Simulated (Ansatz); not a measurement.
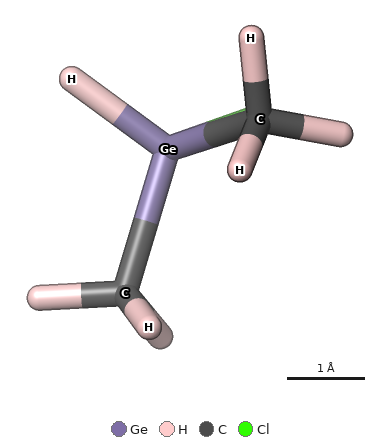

Figure 1. The starting structure (stick view, seen at an oblique angle). Sticks mark near contacts. Bond lengths as drawn: Cl–Ge 2.22 Å, C–Ge 1.96 Å, C–H 1.11 Å and Ge–H 1.55 Å.

# Geometry relaxation, with input and output: C2H7ClGe

- system: C2H7ClGe
- method: RHF/def2-SVP (Ansatz 0.2.0)

It belongs to a series of runs on one base structure; here: start relaxed.

## Output
```
The last accepted step is kept in [file] (removed where the run ends without a failure and the disk answers)
Engine: ansatz 0.2.0, aarch64-unknown-linux-gnu
Functional definition: HF
  exchange = exact_x
  correlation = 0
1214 factors; integrals over basis functions are off by at most 3.6e-4 eV
mean field evaluation 1: about -71135.4823 eV, gradient 2.8e1 eV
mean field evaluation 2: about -71135.5247 eV, gradient 2.8e1 eV
mean field evaluation 4: about -71137.8374 eV, gradient 3.0e0 eV
mean field evaluation 8: about -71137.8651 eV, gradient 8.0e-5 eV
mean field -71137.86513067 eV, -2614.2683245752 hartree, gradient 2.0e-5 eV, S^2 0.000000; 0 other end points of the search recorded, 0 dependent functions left out
the calculation of the forces begins
reference -71137.86513067 eV, -2614.2683245752 hartree; 34, 34 occupied and 79, 79 virtual orbitals, 1214 factors
relax step   1: F+E_penalty+E_count = -71137.86513067 eV  Δ(F+E_penalty+E_count) = +0.000e0 eV  max|allowed force component| = 6.504e-1 eV/Å  Δτ_max = 0.0000 Å  (33 SCF iters, accepted)
these checks for a lower state are left out or cut short: starts, cluster_reference, orbital_swaps, neighbouring_geometries, increment
1214 factors; integrals over basis functions are off by at most 3.5e-4 eV
mean field evaluation 16: about -71137.9208 eV, gradient 2.0e-3 eV
mean field -71137.92084384 eV, -2614.2703719966 hartree, gradient 2.9e-5 eV, S^2 0.000000; 0 other end points of the search recorded, 0 dependent functions left out
[... from here on the field's lines of each further geometry are left out, up to the last ...]
relax step   2: F+E_penalty+E_count = -71137.92084384 eV  Δ(F+E_penalty+E_count) = -5.571e-2 eV  max|allowed force component| = 4.420e-1 eV/Å  Δτ_max = 0.1830 Å  (31 SCF iters, accepted)
relax step   3: F+E_penalty+E_count = -71137.97793705 eV  Δ(F+E_penalty+E_count) = -5.709e-2 eV  max|allowed force component| = 1.717e-1 eV/Å  Δτ_max = 0.0738 Å  (33 SCF iters, accepted)
relax step   4: F+E_penalty+E_count = -71137.98537166 eV  Δ(F+E_penalty+E_count) = -7.435e-3 eV  max|allowed force component| = 6.274e-2 eV/Å  Δτ_max = 0.0501 Å  (33 SCF iters, accepted)
relax step   5: F+E_penalty+E_count = -71138.00421326 eV  Δ(F+E_penalty+E_count) = -1.884e-2 eV  max|allowed force component| = 1.183e-1 eV/Å  Δτ_max = 0.1921 Å  (30 SCF iters, accepted)
relax step   6: F+E_penalty+E_count = -71137.98416408 eV  Δ(F+E_penalty+E_count) = +2.005e-2 eV  max|allowed force component| = 7.432e-1 eV/Å  Δτ_max = 0.1978 Å  (30 SCF iters, rejected (line search))
relax step   7: F+E_penalty+E_count = -71138.01424307 eV  Δ(F+E_penalty+E_count) = -1.003e-2 eV  max|allowed force component| = 5.273e-2 eV/Å  Δτ_max = 0.0989 Å  (31 SCF iters, accepted)
relax step   8: F+E_penalty+E_count = -71138.02056558 eV  Δ(F+E_penalty+E_count) = -6.323e-3 eV  max|allowed force component| = 1.724e-1 eV/Å  Δτ_max = 0.0972 Å  (31 SCF iters, accepted)
relax step   9: F+E_penalty+E_count = -71138.02239545 eV  Δ(F+E_penalty+E_count) = -1.830e-3 eV  max|allowed force component| = 3.728e-1 eV/Å  Δτ_max = 0.1229 Å  (32 SCF iters, accepted)
relax step  10: F+E_penalty+E_count = -71138.03686743 eV  Δ(F+E_penalty+E_count) = -1.447e-2 eV  max|allowed force component| = 2.621e-2 eV/Å  Δτ_max = 0.1101 Å  (32 SCF iters, accepted)
relax step  11: F+E_penalty+E_count = -71138.03852153 eV  Δ(F+E_penalty+E_count) = -1.654e-3 eV  max|allowed force component| = 7.804e-3 eV/Å  Δτ_max = 0.0576 Å  (31 SCF iters, accepted)
relax step  12: F+E_penalty+E_count = -71138.03565514 eV  Δ(F+E_penalty+E_count) = +2.866e-3 eV  max|allowed force component| = 2.449e-1 eV/Å  Δτ_max = 0.1293 Å  (31 SCF iters, rejected (line search))
relax step  13: F+E_penalty+E_count = -71138.03884436 eV  Δ(F+E_penalty+E_count) = -3.228e-4 eV  max|allowed force component| = 7.960e-2 eV/Å  Δτ_max = 0.0631 Å  (31 SCF iters, accepted)
relax step  14: F+E_penalty+E_count = -71138.03899861 eV  Δ(F+E_penalty+E_count) = -1.543e-4 eV  max|allowed force component| = 3.937e-2 eV/Å  Δτ_max = 0.0157 Å  (25 SCF iters, accepted)
the calculation of the forces begins
reference -71138.03930017 eV, -2614.2747251862 hartree; 34, 34 occupied and 79, 79 virtual orbitals, 1214 factors
relax step  15: F+E_penalty+E_count = -71138.03930017 eV  Δ(F+E_penalty+E_count) = -3.016e-4 eV  max|allowed force component| = 1.485e-3 eV/Å  Δτ_max = 0.0074 Å  (26 SCF iters, accepted)
```

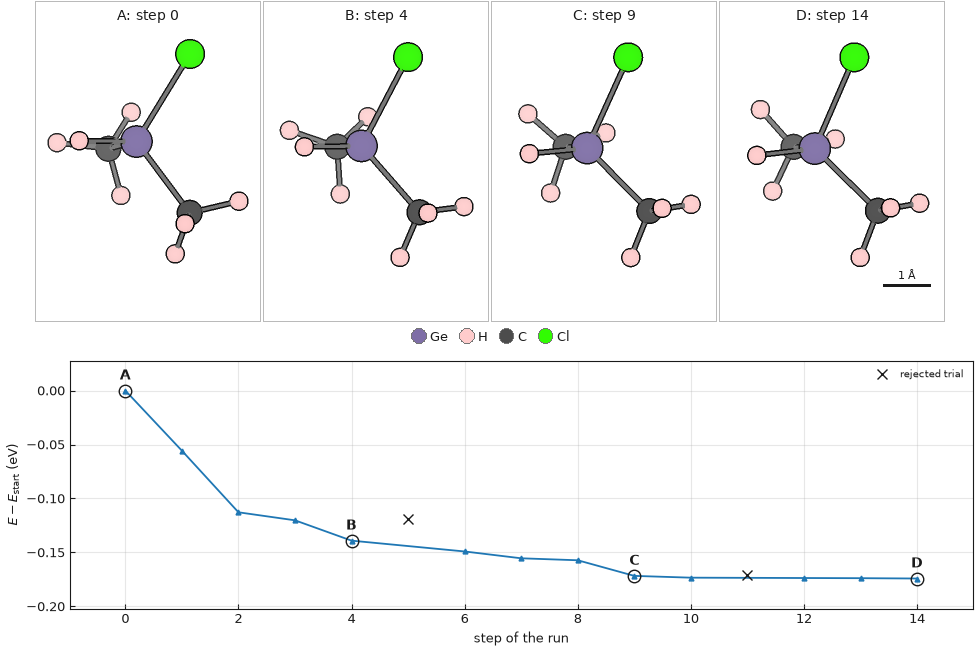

Figure 2. Frames of the relaxation (ball-and-stick view, seen at a tilt) above the curves, on which the letters mark them (the first geometry is step 0 here and step 1 in the log).

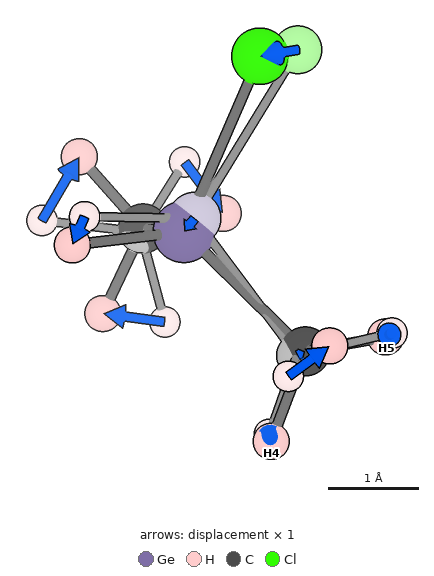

Figure 3. Start (faint) and end (solid) with the displacements as blue arrows, at true length (ball-and-stick view, seen at a tilt). The two geometries are laid on each other by the best rigid fit. After 14 geometry steps the energy has fallen by 0.174 eV. Largest force component: 0.65 eV/Å at the start, 0.0015 eV/Å at the end. The line search rejected the trial steps at points 5, 11 (counted from 0) and went back. The atom that moves furthest after the best rigid fit is H9 (0.85 Å). By element the largest moves are H 0.85 Å, Cl 0.50 Å, Ge 0.19 Å, C 0.10 Å. Distances before and after: Ge1–Cl7 2.218 → 2.191 Å, Ge1–H2 1.550 → 1.532 Å, C3–H4 1.110 → 1.092 Å, Ge1–C3 1.960 → 1.950 Å. Among the angles that change: H2–Ge1–Cl7 109.5° → 105.7°, C3–Ge1–C8 109.5° → 113.1°, C3–Ge1–Cl7 109.5° → 107.0°. (Atoms are counted from 1 in the order of the input.)

```
1214 factors; integrals over basis functions are off by at most 4.0e-4 eV
mean field -71138.03930017 eV, -2614.2747251862 hartree, gradient 2.6e-5 eV, S^2 0.000000; 1 other end points of the search recorded, 0 dependent functions left out
the calculation of the forces begins
reference -71138.03930017 eV, -2614.2747251862 hartree; 34, 34 occupied and 79, 79 virtual orbitals, 1214 factors
Total energy: -71138.03930017 eV, -2614.2747251862 hartree
Atom 0 at     0.086942    -0.147118     0.102140 Å, force     0.000081    -0.000235    -0.001132 eV/Å
Atom 1 at     0.195517    -0.297540     1.622801 Å, force     0.000484    -0.000675     0.000782 eV/Å
Atom 2 at     1.836458     0.074822    -0.729048 Å, force    -0.001485    -0.000241     0.000609 eV/Å
Atom 3 at     2.445523    -0.817834    -0.571426 Å, force     0.000135    -0.000244    -0.000121 eV/Å
Atom 4 at     1.727624     0.236866    -1.802078 Å, force    -0.000099     0.000354    -0.000073 eV/Å
Atom 5 at     2.357880     0.931122    -0.300909 Å, force     0.000710     0.000179     0.000043 eV/Å
Atom 6 at    -1.022018     1.712934    -0.230510 Å, force    -0.000315     0.000371    -0.000664 eV/Å
Atom 7 at    -0.960204    -1.586158    -0.693835 Å, force     0.001163     0.000926     0.000557 eV/Å
Atom 8 at    -1.951576    -1.633125    -0.242826 Å, force    -0.000632    -0.000178    -0.000110 eV/Å
Atom 9 at    -1.075025    -1.421879    -1.765901 Å, force     0.000008     0.000032    -0.000056 eV/Å
Atom 10 at    -0.462020    -2.545689    -0.539707 Å, force    -0.000048    -0.000288     0.000165 eV/Å
Dipole moment:     0.303981    -0.512788    -0.044716 e Å
```

## Trajectory as extended XYZ (Å, eV, eV/Å), 10 of the 15 frames kept, from step=1 to step=15
```
11
Properties=species:S:1:pos:R:3:forces:R:3 step=1 energy=-71137.86513
Ge    0.0000    0.0000    0.0000    0.2080  -0.2630   0.1884
H     0.0000    0.0000    1.5500   -0.1494   0.2737  -0.3134
C     1.8483    0.0000   -0.6527    0.3060   0.3819  -0.1458
H     2.1960   -1.0463   -0.7809   -0.1724   0.6504   0.0953
H     1.8968    0.5276   -1.6281    0.1259  -0.3650   0.5941
H     2.5002    0.5187    0.0808   -0.2784  -0.3170  -0.5822
Cl   -1.0456    1.8115   -0.7393    0.2785  -0.4576   0.2624
C    -0.9232   -1.5994   -0.6527   -0.4774  -0.1617  -0.2081
H    -1.4228   -2.1111    0.1962    0.2420   0.2382  -0.6259
H    -1.6833   -1.3066   -1.4068    0.4331  -0.3607   0.4579
H    -0.1873   -2.2880   -1.1178   -0.5158   0.3808   0.2775
11
Properties=species:S:1:pos:R:3:forces:R:3 step=3 energy=-71137.97794
Ge    0.0430   -0.0746    0.0313    0.0423  -0.0121   0.0678
H    -0.0034    0.0019    1.5677    0.0200  -0.0481  -0.1416
C     1.8776    0.0234   -0.6484    0.0785   0.0204  -0.0060
H     2.3401   -0.9715   -0.6483   -0.0827   0.1717   0.0226
H     1.8758    0.4079   -1.6737    0.0009  -0.0802   0.1489
H     2.4875    0.6911   -0.0291   -0.1279  -0.1089  -0.1278
Cl   -0.9893    1.7375   -0.6530    0.0257  -0.0146   0.0148
C    -0.9638   -1.6061   -0.6687   -0.0374  -0.0348  -0.0515
H    -1.5130   -2.1134    0.1293    0.0567   0.0701  -0.0723
H    -1.6830   -1.2606   -1.4159    0.0828  -0.0425   0.0757
H    -0.2925   -2.3291   -1.1424   -0.0589   0.0789   0.0695
11
Properties=species:S:1:pos:R:3:forces:R:3 step=4 energy=-71137.98537
Ge    0.0447   -0.0778    0.0358    0.0382  -0.0289   0.0076
H     0.0087   -0.0248    1.5678    0.0021  -0.0132  -0.0351
C     1.8725    0.0220   -0.6482    0.0150   0.0331  -0.0142
H     2.3511   -0.9606   -0.6068   -0.0339   0.0627   0.0206
H     1.8619    0.3618   -1.6863    0.0115  -0.0406   0.0544
H     2.4674    0.7246   -0.0603   -0.0445  -0.0359  -0.0556
Cl   -0.9828    1.7417   -0.6332    0.0154  -0.0099   0.0272
C    -0.9620   -1.6012   -0.6733   -0.0262   0.0279  -0.0329
H    -1.5208   -2.1025    0.1181    0.0045   0.0179  -0.0079
H    -1.6695   -1.2506   -1.4256    0.0175  -0.0253   0.0078
H    -0.2919   -2.3262   -1.1392    0.0004   0.0122   0.0281
11
Properties=species:S:1:pos:R:3:forces:R:3 step=6 energy=-71137.98416 accepted=F
Ge    0.0620   -0.1051    0.0598   -0.0603  -0.0984   0.1950
H     0.1357   -0.2110    1.5939   -0.0190   0.0249  -0.1221
C     1.8482    0.0520   -0.6943    0.4158  -0.0173  -0.1794
H     2.4164   -0.8653   -0.4744   -0.1484   0.2466  -0.0514
H     1.8237    0.1835   -1.7852   -0.0478  -0.0102   0.3043
H     2.3874    0.9010   -0.2521   -0.1759  -0.2121  -0.1283
Cl   -1.0152    1.7514   -0.3587   -0.0157   0.0297  -0.0113
C    -0.9726   -1.5806   -0.6992   -0.3171  -0.4754  -0.2782
H    -1.8033   -1.8685   -0.0142    0.6063   0.1924  -0.5606
H    -1.4038   -1.2916   -1.6858    0.3373  -0.2599   0.7432
H    -0.2994   -2.4592   -0.8412   -0.5751   0.5797   0.0888
11
Properties=species:S:1:pos:R:3:forces:R:3 step=7 energy=-71138.01424
Ge    0.0594   -0.1024    0.0603    0.0365  -0.0527  -0.0043
H     0.0942   -0.1509    1.5905    0.0009  -0.0082   0.0115
C     1.8577    0.0410   -0.6819   -0.0144   0.0327  -0.0008
H     2.3985   -0.8944   -0.5265    0.0121  -0.0192   0.0096
H     1.8189    0.2454   -1.7522   -0.0133  -0.0019  -0.0074
H     2.4108    0.8446   -0.1952   -0.0083   0.0095  -0.0132
Cl   -1.0063    1.7441   -0.4420   -0.0036   0.0056   0.0019
C    -0.9637   -1.5894   -0.6911   -0.0161   0.0306   0.0360
H    -1.7236   -1.9256    0.0152   -0.0149   0.0112  -0.0250
H    -1.4600   -1.2757   -1.6089    0.0076  -0.0017  -0.0292
H    -0.3067   -2.4303   -0.9197    0.0134  -0.0059   0.0210
11
Properties=species:S:1:pos:R:3:forces:R:3 step=9 energy=-71138.02240
Ge    0.0728   -0.1293    0.0837    0.0207   0.0777  -0.0005
H     0.1379   -0.2147    1.6112    0.0194  -0.0545   0.0062
C     1.8480    0.0554   -0.7060   -0.0236   0.0073   0.0217
H     2.4297   -0.8521   -0.5266    0.0055   0.0258  -0.0228
H     1.7698    0.2164   -1.7826    0.0119  -0.0154   0.0295
H     2.3781    0.9018   -0.2655   -0.0297  -0.0375  -0.0236
Cl   -1.0034    1.7396   -0.3223   -0.0018  -0.0555  -0.0201
C    -0.9621   -1.5905   -0.6959   -0.2353  -0.1844  -0.0887
H    -1.8607   -1.7933   -0.0890    0.3573   0.0672  -0.2871
H    -1.2798   -1.3189   -1.7157    0.1218  -0.1544   0.3728
H    -0.3511   -2.5079   -0.7426   -0.2460   0.3237   0.0127
11
Properties=species:S:1:pos:R:3:forces:R:3 step=10 energy=-71138.03687
Ge    0.0796   -0.1361    0.0948    0.0056  -0.0061  -0.0262
H     0.1689   -0.2612    1.6177    0.0011  -0.0067   0.0233
C     1.8417    0.0632   -0.7151   -0.0017  -0.0001  -0.0046
H     2.4395   -0.8335   -0.5389    0.0042  -0.0006  -0.0004
H     1.7500    0.2142   -1.7913   -0.0007   0.0006  -0.0012
H     2.3655    0.9190   -0.2888   -0.0014   0.0021  -0.0002
Cl   -1.0159    1.7223   -0.2841   -0.0086   0.0098   0.0046
C    -0.9616   -1.5837   -0.6949   -0.0001   0.0007  -0.0011
H    -1.9015   -1.7194   -0.1595   -0.0057   0.0071  -0.0046
H    -1.1873   -1.3593   -1.7381    0.0120  -0.0041   0.0028
H    -0.3996   -2.5191   -0.6531   -0.0048  -0.0026   0.0076
11
Properties=species:S:1:pos:R:3:forces:R:3 step=12 energy=-71138.03565 accepted=F
Ge    0.0890   -0.1546    0.1023    0.0216   0.0606   0.0652
H     0.2062   -0.3071    1.6227    0.0028  -0.0294  -0.0117
C     1.8339    0.0803   -0.7347    0.0032  -0.0331  -0.0155
H     2.4501   -0.8082   -0.5800   -0.0010   0.0034  -0.0025
H     1.7200    0.2415   -1.8073    0.0008   0.0016  -0.0038
H     2.3513    0.9399   -0.3090   -0.0041   0.0067   0.0103
Cl   -1.0174    1.7122   -0.1990   -0.0160  -0.0003  -0.0267
C    -0.9614   -1.5893   -0.6947   -0.1104  -0.1569  -0.0896
H    -1.9759   -1.5995   -0.2772    0.2353  -0.0163  -0.1072
H    -1.0299   -1.4487   -1.7811   -0.0042  -0.0541   0.2449
H    -0.4868   -2.5601   -0.4933   -0.1281   0.2177  -0.0634
11
Properties=species:S:1:pos:R:3:forces:R:3 step=13 energy=-71138.03884
Ge    0.0862   -0.1447    0.1030   -0.0002  -0.0182  -0.0199
H     0.1960   -0.2994    1.6234   -0.0081   0.0192  -0.0024
C     1.8366    0.0736   -0.7277   -0.0006   0.0096   0.0028
H     2.4448   -0.8193   -0.5670   -0.0041   0.0038  -0.0002
H     1.7291    0.2331   -1.8014   -0.0002  -0.0004   0.0053
H     2.3582    0.9306   -0.3010    0.0026  -0.0030  -0.0038
Cl   -1.0245    1.7135   -0.2386    0.0124  -0.0102   0.0160
C    -0.9598   -1.5843   -0.6936   -0.0440  -0.0554  -0.0221
H    -1.9496   -1.6392   -0.2339    0.0787   0.0004  -0.0423
H    -1.0838   -1.4133   -1.7658    0.0070  -0.0175   0.0796
H    -0.4541   -2.5440   -0.5487   -0.0435   0.0717  -0.0130
11
Properties=species:S:1:pos:R:3:forces:R:3 step=15 energy=-71138.03930
Ge    0.0869   -0.1471    0.1021    0.0001  -0.0002  -0.0011
H     0.1955   -0.2975    1.6228    0.0005  -0.0007   0.0008
C     1.8365    0.0748   -0.7290   -0.0015  -0.0002   0.0006
H     2.4455   -0.8178   -0.5714    0.0001  -0.0002  -0.0001
H     1.7276    0.2369   -1.8021   -0.0001   0.0004  -0.0001
H     2.3579    0.9311   -0.3009    0.0007   0.0002   0.0000
Cl   -1.0220    1.7129   -0.2305   -0.0003   0.0004  -0.0007
C    -0.9602   -1.5862   -0.6938    0.0012   0.0009   0.0006
H    -1.9516   -1.6331   -0.2428   -0.0006  -0.0002  -0.0001
H    -1.0750   -1.4219   -1.7659    0.0000   0.0000  -0.0001
H    -0.4620   -2.5457   -0.5397    0.0000  -0.0003   0.0002
```

The run was set up as follows.

## Input file
```yaml
crystal:
  periodic: [false, false, false]
  atoms:
    - { symbol: Ge, position_ang: [0.0, 0.0, 0.0] }
    - { symbol: H, position_ang: [0.0, 0.0, 1.55] }
    - { symbol: C, position_ang: [1.8483, 0.0, -0.6527] }
    - { symbol: H, position_ang: [2.196, -1.0463, -0.7809] }
    - { symbol: H, position_ang: [1.8968, 0.5276, -1.6281] }
    - { symbol: H, position_ang: [2.5002, 0.5187, 0.0808] }
    - { symbol: Cl, position_ang: [-1.0456, 1.8115, -0.7393] }
    - { symbol: C, position_ang: [-0.9232, -1.5994, -0.6527] }
    - { symbol: H, position_ang: [-1.4228, -2.1111, 0.1962] }
    - { symbol: H, position_ang: [-1.6833, -1.3066, -1.4068] }
    - { symbol: H, position_ang: [-0.1873, -2.288, -1.1178] }
basis:
  gaussian: { orbitals: def2-SVP }
hamiltonian:
  xc: hf
relax:
  f_tol: 0.02
  max_steps: 40
```

Run as:
```bash
ansatz run input.yaml --threads 2 --pin off --max-ram 3072MiB --backend cpu --events-out ev --progress --plain --runs-dir out
```

## Summary

- outcome: converged
- total energy: −71138.0393 eV
- mean-field energy: −71138.0393 eV
- largest force (length of the vector) at the end: 0.002 eV/Å
- hardware: 2 threads of Arm Neoverse V1, 24 GiB of memory available, shared host
- wall time: 32 s (CPU time 61 s)
- peak memory: 0.26 GiB
